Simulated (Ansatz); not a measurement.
## Response to strain in Ru

The reference is Ru in the hcp (Mg type) structure (space group P6_3/mmc, No. 194; a = 2.676 Å, c = 4.224 Å; relaxed with 0.1 eV smearing). Axes: x lies along a and z along c of the hexagonal cell.

Strains are applied to the cell and any free atomic positions relax.

Level of theory: LDA, PAW, 420 eV (Ansatz, a program for electronic structure; no spin-orbit coupling).

Notes on the quantities. pressure: mean of the normal stresses, compression positive.

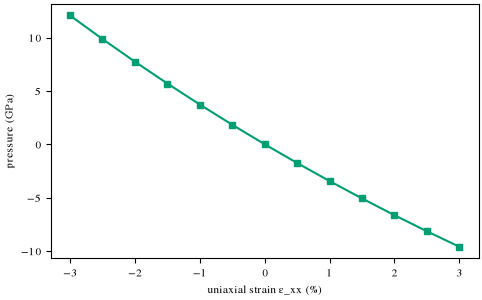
Fig. 1. Pressure against uniaxial strain ε_xx

Task: From the plot, what is the pressure for uniaxial strain ε_xx = +2.50 %?

Result: About -8 GPa.

Task: Is the trend monotonic over the range shown?

Result: Yes, it falls throughout, spanning -9.6 GPa to 12.1 GPa.

Stability against distortions was not tested. All final runs are without spin polarisation.
